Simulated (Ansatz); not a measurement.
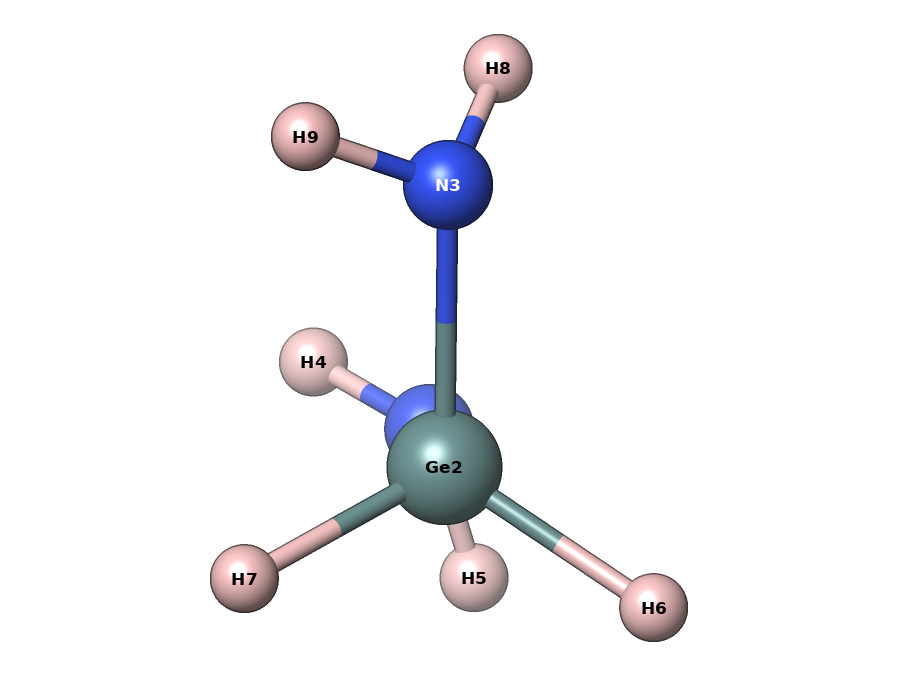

Source: calculation with Ansatz.

N1 lies behind Ge2. The molecule seen nearly along the Ge2–N1 bond, Ge2 in front. Depth is shown by fading: the farther an atom, the more it takes the colour of the background. Geometry: moved along internal coordinates away from the minimum.

Q: What is the torsion angle N3–Ge2–N1–H4? The sign is positive where the front bond must turn clockwise to cover the back bond.

A: −64°, synclinal (gauche).
